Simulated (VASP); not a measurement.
Shape and ions are relaxed at each volume.

Energy against volume of TiO2 (rutile). Computed with PBEsol GGA, VASP's PBE PAW potentials (set 64) (plane waves; VASP 6.6.1).

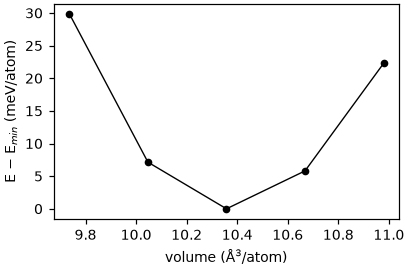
Energy against volume

Q: Estimate the equilibrium volume and the bulk modulus.

A: The minimum lies near 10.4 Å³/atom, and the curvature gives B0 of about 220 GPa.

The compound is TiO2 in the rutile structure. It was relaxed first.
